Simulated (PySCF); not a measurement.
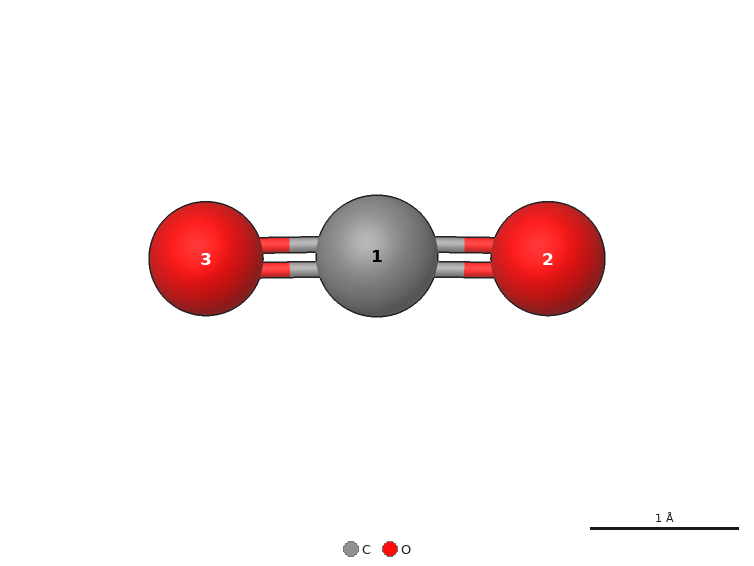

Source: calculation with PySCF.

Orthographic view. Atoms fade into the background with distance from the viewer. Geometry: a fixed input geometry, not necessarily a minimum.

Write a MOL file (V2000) with the atoms in numerical order, bonds sorted by atom number with the orders drawn, and coordinates in the frame of the picture: x right, y up, z towards the viewer, origin at the mean position.

```
CO2
                    3D

  3  2  0  0  0  0  0  0  0  0999 V2000
    0.0000    0.0100    0.0000 C   0  0  0  0  0  0  0  0  0  0  0  0
    1.1600   -0.0100   -0.0000 O   0  0  0  0  0  0  0  0  0  0  0  0
   -1.1600   -0.0100    0.0000 O   0  0  0  0  0  0  0  0  0  0  0  0
  1  2  2  0
  1  3  2  0
M  END
```
